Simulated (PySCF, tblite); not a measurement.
# C₁₀H₅Cl: excited states

What do calculations give for the excited states of C₁₀H₅Cl (`C#CC1=CC2=CC(Cl)=CC2=C1`)?

Programs: tblite 0.8.0 and PySCF 2.14.0, with routines of our own; each step states its level. All values are computed. Atoms count from 0.

## 1. The starting structure

16 atoms, charge 0, multiplicity 1; geometry from: force field or distance geometry start.

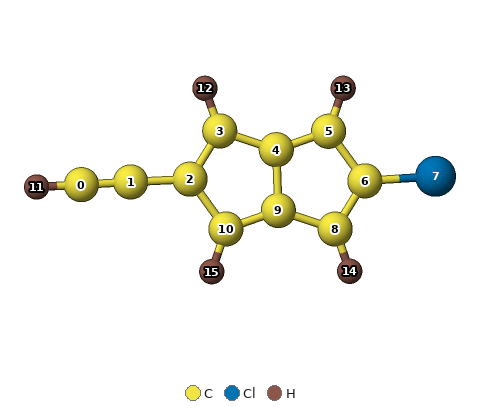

The starting geometry (carbon yellow, chlorine blue, hydrogen brown).

## 2. Optimising the geometry with GFN2-xTB

The job: settings as JSON, then the geometry in Å.

```
{"job": {"kind": "relax", "xc": "GFN2-xTB", "basis": "xTB"}, "charge": 0, "multiplicity": 1}
C     -4.059000     0.300200     0.179200
C     -2.874000     0.251100     0.129000
C     -1.449700     0.175100     0.093300
C     -0.619100     1.231800     0.239600
C      0.684000     0.660200     0.124300
C      1.979700     0.969900     0.133200
C      2.726000    -0.269700    -0.101900
Cl     4.426400    -0.329000    -0.149000
C      1.896900    -1.324100    -0.255800
C      0.584700    -0.759200    -0.121100
C     -0.713800    -1.067500    -0.146100
H     -5.134700     0.350100     0.218400
H     -0.871200     2.256500     0.442500
H      2.434500     1.937800     0.288400
H      2.140600    -2.341300    -0.439100
H     -1.159000    -2.033100    -0.287400
```

Started as:

```
OMP_NUM_THREADS=1 python excited_run.py task.json out
```

The driver reads the jobs from task.json and runs them one after another.

Log:

```text
step      E/eV     max force
  0    -771.57675    2.649
  1    -771.50156    6.339
  2    -771.69008    0.568
  3    -771.70410    0.315
  4    -771.71427    0.257
  5    -771.72076    0.260
  6    -771.72404    0.159
  7    -771.72688    0.131
  8    -771.72848    0.106
  9    -771.72949    0.080
 10    -771.72996    0.055
 11    -771.73022    0.040
 12    -771.73046    0.042
 13    -771.73066    0.035
 14    -771.73079    0.024
 15    -771.73085    0.018
 16    -771.73089    0.020
 17    -771.73093    0.020
 18    -771.73097    0.017
 19    -771.73103    0.027
 20    -771.73112    0.033
 21    -771.73124    0.032
 22    -771.73134    0.028
 23    -771.73142    0.028
 24    -771.73150    0.031
 25    -771.73160    0.034
 26    -771.73171    0.027
 27    -771.73179    0.021
 28    -771.73184    0.022
 29    -771.73189    0.022
 30    -771.73195    0.021
 31    -771.73199    0.016
 32    -771.73201    0.015
 33    -771.73203    0.015
 34    -771.73205    0.010
 35    -771.73206    0.007
```

Run time: 0.49 s. Hardware: 1 thread of Arm Neoverse N1, shared host.

Relaxation path: (not every step is listed) (the energy doesn't fall at every step)

| step | energy from step 0 (eV) | largest force (eV/Å) |
| --- | --- | --- |
| 0 | 0.0000 | 2.6494 |
| 1 | 0.0752 | 6.3393 |
| 2 | -0.1133 | 0.5683 |
| 3 | -0.1274 | 0.3150 |
| 4 | -0.1375 | 0.2571 |
| 5 | -0.1440 | 0.2600 |
| 6 | -0.1473 | 0.1592 |
| 7 | -0.1501 | 0.1310 |
| 8 | -0.1517 | 0.1064 |
| 10 | -0.1532 | 0.0550 |
| 12 | -0.1537 | 0.0419 |
| 14 | -0.1540 | 0.0239 |
| 16 | -0.1541 | 0.0196 |
| 18 | -0.1542 | 0.0173 |
| 20 | -0.1544 | 0.0329 |
| 22 | -0.1546 | 0.0285 |
| 24 | -0.1548 | 0.0307 |
| 26 | -0.1550 | 0.0269 |
| 28 | -0.1551 | 0.0223 |
| 30 | -0.1552 | 0.0210 |
| 31 | -0.1552 | 0.0162 |
| 32 | -0.1553 | 0.0154 |
| 33 | -0.1553 | 0.0151 |
| 34 | -0.1553 | 0.0102 |
| 35 | -0.1553 | 0.0073 |

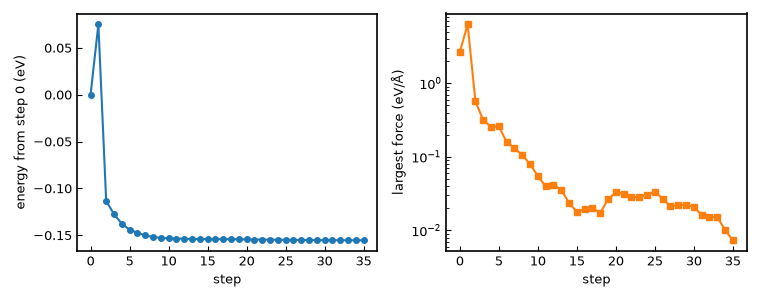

Energy and force, step by step.

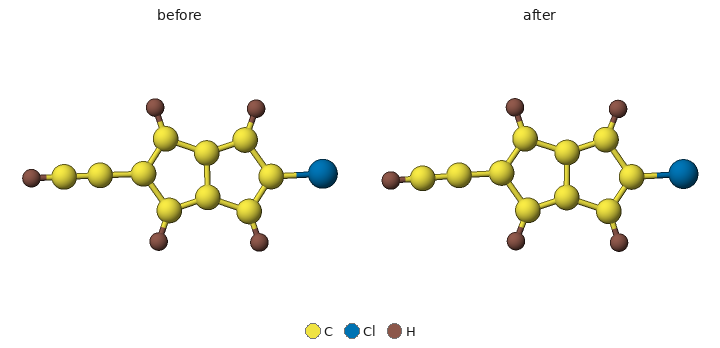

The geometry before (left) and after (right).

Distances of close pairs at the start and the end, largest changes first:

```
  bond  before (Å)  after (Å)  change (Å)
C0–H11       1.078      1.049      -0.029
C2–C10       1.464      1.492      +0.028
 C1–C2       1.427      1.400      -0.026
 C3–C4       1.428      1.452      +0.024
 C4–C9       1.444      1.466      +0.022
 C8–C9       1.435      1.456      +0.021
 C0–C1       1.187      1.203      +0.016
 C4–C5       1.332      1.346      +0.014
```

The final coordinates are the input of the step that follows.

## 3. Infrared spectrum with GFN2-xTB

The job: settings as JSON, then the geometry in Å.

```
{"job": {"kind": "ir", "xc": "GFN2-xTB", "basis": "xTB"}, "charge": 0, "multiplicity": 1}
C     -4.097043     0.260754     0.174062
C     -2.894415     0.255778     0.141981
C     -1.495424     0.210431     0.097502
C     -0.622076     1.236909     0.250639
C      0.713222     0.681451     0.120244
C      2.025140     0.981702     0.136999
C      2.754491    -0.282249    -0.099357
Cl     4.462076    -0.333478    -0.155207
C      1.902204    -1.315624    -0.253618
C      0.564031    -0.756277    -0.122243
C     -0.744565    -1.057221    -0.139991
H     -5.145403     0.281483     0.204846
H     -0.859653     2.267310     0.432646
H      2.512886     1.926986     0.286526
H      2.144856    -2.343417    -0.436642
H     -1.227923    -2.005594    -0.290749
```

Log:

```text
mode    cm-1     km/mol
  1      58.0      0.09
  2     107.4      0.16
  3     150.5      0.04
  4     196.3      2.03
  5     221.5      0.50
  6     309.9      0.03
  7     350.0      0.30
  8     407.3      1.14
  9     411.2      0.25
 10     511.9      0.58
 11     512.0      7.81
 12     545.5      0.51
 13     552.5      3.63
 14     640.3      6.22
 15     667.3     21.01
 16     672.4      3.51
 17     704.0      0.91
 18     776.5     23.12
 19     787.9      0.78
 20     816.1     13.70
 21     843.6      0.28
 22     845.9     13.37
 23     876.1      8.42
 24     901.6      1.84
 25    1030.8     18.26
 26    1095.7      4.91
 27    1106.4      7.19
 28    1129.2      0.78
 29    1168.9      1.73
 30    1209.1     60.05
 31    1234.5      4.18
 32    1303.0      0.29
 33    1546.4     33.95
 34    1561.5      2.19
 35    1629.7      4.63
 36    1653.4      1.58
 37    2233.4      2.30
 38    3135.7     14.54
 39    3144.2      5.56
 40    3157.7     20.37
 41    3169.0     11.97
 42    3395.5      7.46
```

Wall time 1.2 s (1 thread of Arm Neoverse N1, shared host).

Which atoms move in the most intense modes:

| cm⁻¹ | km/mol | atoms |
| --- | --- | --- |
| 667 | 21.0 | H11 76 % |
| 776 | 23.1 | H14 54 %, H12 20 %, C8 16 % |
| 816 | 13.7 | H13 35 %, H15 25 %, C5 17 %, C10 12 % |
| 1031 | 18.3 | C6 30 %, H13 24 %, H14 19 % |
| 1209 | 60.0 | C6 26 %, C5 18 %, H13 13 %, H14 13 % |
| 1546 | 34.0 | C6 49 %, C8 43 % |
| 3136 | 14.5 | H15 92 % |
| 3158 | 20.4 | H12 92 % |

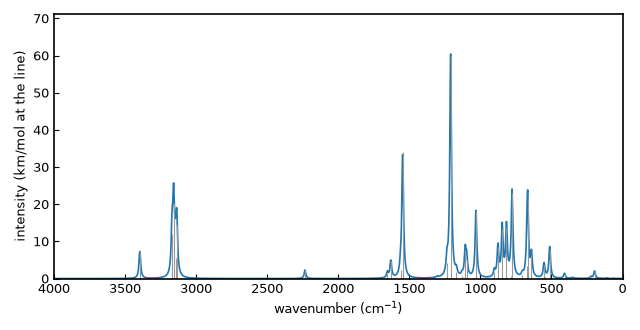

The infrared spectrum from these modes, unscaled. Lines are broadened to a width of 14 cm⁻¹ (Lorentzian).

## 4. Excited states: TDA PBE0/def2-SVP

Settings changed since step 3:

```diff
@@ -1,2 +1,2 @@
-{"job": {"kind": "ir", "xc": "GFN2-xTB", "basis": "xTB"}, "charge": 0, "multiplicity": 1}
+{"job": {"kind": "states", "xc": "PBE0", "basis": "def2-SVP", "tda": true, "soc": true, "nstates": 6, "ntriplets": 6, "nquad": 4}, "charge": 0, "multiplicity": 1}
 C     -4.097043     0.260754     0.174062
```

Method: TDA PBE0/def2-SVP excited states, vertical, gas phase, spin-orbit mean-field couplings.

Log:

```text
coarse grid: 15584 points
cycle   1  E = -842.9406997992  dE =  2.206e+00  |g| = 4.081e-01  |ddm| = 5.405e+00
cycle   2  E = -842.9182501663  dE =  2.245e-02  |g| = 5.075e-01  |ddm| = 1.234e+00
cycle   3  E = -842.9785104778  dE = -6.026e-02  |g| = 1.763e-01  |ddm| = 7.760e-01
cycle   4  E = -842.9864121076  dE = -7.902e-03  |g| = 5.715e-02  |ddm| = 2.584e-01
cycle   5  E = -842.9870516853  dE = -6.396e-04  |g| = 3.148e-02  |ddm| = 9.148e-02
cycle   6  E = -842.9873112877  dE = -2.596e-04  |g| = 6.880e-03  |ddm| = 3.827e-02
cycle   7  E = -842.9873222547  dE = -1.097e-05  |g| = 2.165e-03  |ddm| = 8.297e-03
cycle   8  E = -842.9873233930  dE = -1.138e-06  |g| = 8.666e-04  |ddm| = 2.848e-03
final grid: 150688 points
cycle   9  E = -843.0926677032  dE = -3.519e-05  |g| = 5.427e-03  |ddm| = 4.789e-02
cycle  10  E = -843.0926686304  dE = -9.272e-07  |g| = 5.306e-03  |ddm| = 1.611e-02
cycle  11  E = -843.0926761171  dE = -7.487e-06  |g| = 1.169e-03  |ddm| = 8.663e-03
cycle  12  E = -843.0926764450  dE = -3.279e-07  |g| = 3.387e-04  |ddm| = 1.578e-03
cycle  13  E = -843.0926764737  dE = -2.866e-08  |g| = 1.203e-04  |ddm| = 5.128e-04
cycle  14  E = -843.0926764774  dE = -3.708e-09  |g| = 3.212e-05  |ddm| = 1.498e-04
cycle  15  E = -843.0926764776  dE = -2.667e-10  |g| = 1.333e-05  |ddm| = 5.273e-05
converged SCF energy = -843.0926764776

Singlet excitations
state   eV       nm        f     d(h-e)  d(exc)  Lambda  PR(NTO)  |dmu|/D   mu/D   main configurations
  1   1.6048   772.6   0.00382   0.090   3.422   0.794   1.023    0.195    0.676   H->L 0.98
  2   3.8373   323.1   0.00000   3.244   4.403   0.298   1.004    8.535    9.335   H-3->L 0.98
  3   3.8657   320.7   0.02283   0.530   4.111   0.756   1.170    1.291    2.090   H-2->L 0.65, H-1->L 0.26
  4   4.1872   296.1   0.13194   0.175   3.451   0.807   1.578    0.397    0.604   H-1->L 0.60, H->L+1 0.19, H-2->L 0.15
  5   4.6740   265.3   0.00001   3.150   4.353   0.289   1.006                     H-4->L 0.98
  6   5.2402   236.6   0.04816   0.638   4.202   0.624   1.302                     H-5->L 0.85

Triplet excitations (Tamm-Dancoff)
state   eV     d(h-e)  d(exc)  Lambda  PR(NTO)   main configurations
  1   0.6688   0.107   3.249   0.795   1.039   H->L 0.97
  2   2.2619   0.130   2.785   0.831   1.043   H-1->L 0.94
  3   2.7778   0.215   3.297   0.741   1.532   H-2->L 0.72, H->L+1 0.20
  4   3.7048   3.048   4.296   0.301   1.014   H-3->L 0.96
  5   4.0919   0.473   4.173   0.792   1.596   H->L+1 0.73, H-2->L 0.22
  6   4.4725   0.677   3.387   0.646   1.594   H-5->L 0.71, H->L+4 0.10
S1 - T1 = 0.9360 eV

Spin-orbit couplings |<S|Hso|T>| (cm-1)
             T1       T2       T3       T4       T5       T6
S0        0.014    0.009    0.158    3.571    0.040    0.297
S1        0.002    0.008    0.013    3.931    0.025    0.033
S2        3.454    2.496   16.483    0.086   11.749    5.205
S3        0.017    0.019    0.079   17.778    0.051    0.034
S4        0.017    0.004    0.019    7.268    0.020    0.013
S5       56.215   10.761   80.521    3.172   62.404   89.181
S6        0.420    0.080    0.602    7.556    0.478    0.620
T1 sublevels (cm-1): 0.000 0.098 0.098   radiative rates (1/s): 6.57e-05 3.75e-05 1.38e-06
```

It took 62 s on 1 thread of Arm Neoverse N1, shared host; peak memory 0.83 GiB.

From this job:

```
  quantity    value
S1 less T1  0.94 eV
```

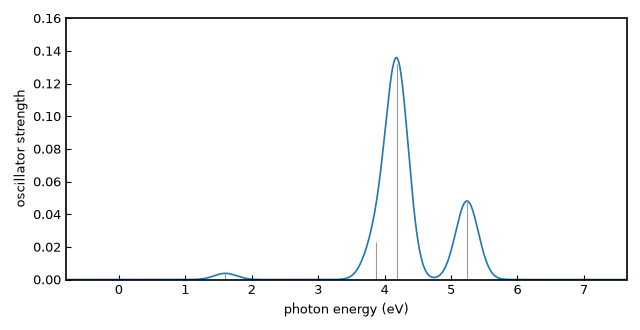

Absorption lines of the singlets. Lines are broadened to a width of 0.40 eV (Gaussian).

## 5. Outcome

| quantity | value |
| --- | --- |
| strongest single infrared mode (GFN2-xTB) | 1209 cm⁻¹, 60 km/mol |
| zero-point energy (GFN2-xTB) | 66.9 kcal/mol |
| S1 less T1 (step 4, TDA PBE0/def2-SVP) | 0.94 eV |

**Reading.** No mode is imaginary among the 42: a minimum at this level. The strongest single mode, at 1209 cm⁻¹, is spread over several atoms, C6, C5, H13, H14 among them. Unscaled tight-binding wavenumbers are off by several per cent, some by more. Its intensities can rank the bands wrongly. In step 4, the number of triplets below S1 is 1, and the largest singlet-triplet spin-orbit coupling is S5–T6, 89.18 cm⁻¹.
